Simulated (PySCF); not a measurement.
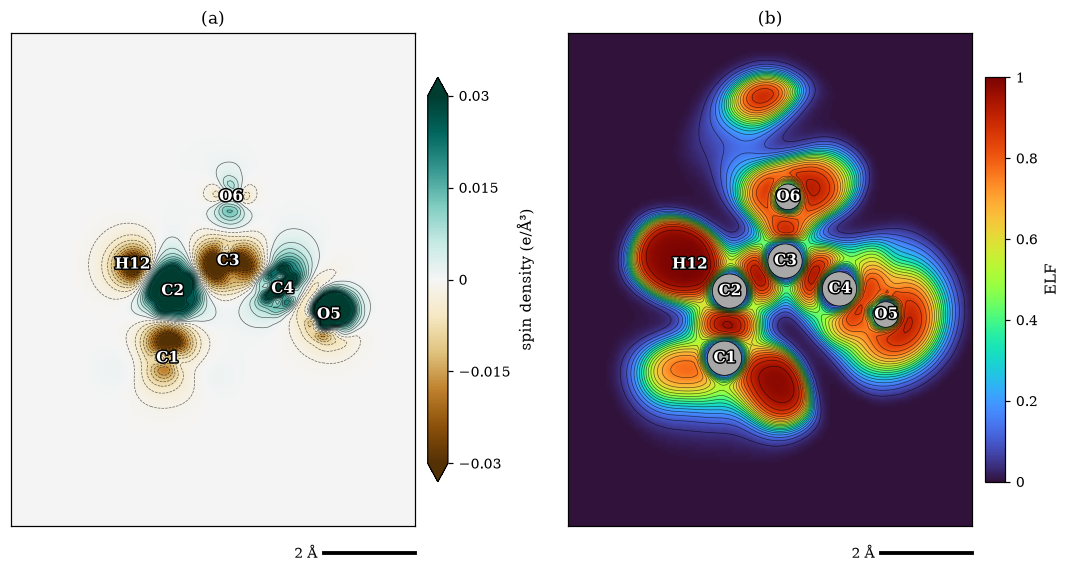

Figure 1: C₅H₅O₃ (doublet). (a) spin density; (b) electron localisation function on the plane of atoms C2, C3 and C4. Grey discs cover the atomic cores in the ELF map.

Geometry: GFN2-xTB.

Computed with PySCF 2.14.0, density-fitted response routines, UKS B3LYP, pcH-1 on C H O, non-relativistic, mean-field spin-orbit, GIAO.

```yaml
atoms:
  - { symbol: C, position_ang: [2.0001, -0.2061, -0.0433] }
  - { symbol: C, position_ang: [0.5885, -0.3933, 0.3718] }
  - { symbol: C, position_ang: [-0.3925, 0.5653, 0.1520] }
  - { symbol: C, position_ang: [-0.1939, 1.7212, -0.5085] }
  - { symbol: O, position_ang: [0.0440, 2.7621, -0.9831] }
  - { symbol: O, position_ang: [-1.7246, 0.3539, 0.5816] }
  - { symbol: C, position_ang: [-2.3717, -0.7128, 0.1276] }
  - { symbol: O, position_ang: [-1.9775, -1.5307, -0.6433] }
  - { symbol: H, position_ang: [2.2041, -0.7411, -0.9747] }
  - { symbol: H, position_ang: [2.6723, -0.6098, 0.7128] }
  - { symbol: H, position_ang: [2.2282, 0.8461, -0.2011] }
  - { symbol: H, position_ang: [0.2893, -1.3371, 0.7929] }
  - { symbol: H, position_ang: [-3.3708, -0.7172, 0.5975] }
```

### What does the map show?

- Atoms in the plane: C, O and H.
- C–O (1.17 Å): the ELF peaks at about 0.85 between the atoms; a short, multiple covalent bond.
- C–C (1.35 Å): the ELF peaks at about 0.95 between the atoms: localised, covalent bonding.
- C–H (1.08 Å): the ELF climbs to about 1 towards the hydrogen, as it does in any bond to H; a covalent bond by its length.
- C–C (1.39 Å): the ELF peaks at about 0.95 between the atoms: a covalent bond.
- C–C (1.48 Å): the ELF peaks at about 0.95 between the atoms (a shared electron pair).
- The ELF also peaks beside O5 and O6, away from the bonds: non-bonding electrons, paired or unpaired.
- The unpaired spin (1 electron) lies mostly on C2 (about 0.5), C4 (about 0.2) and O5 (about 0.1), in electrons by Hirshfeld's partition.
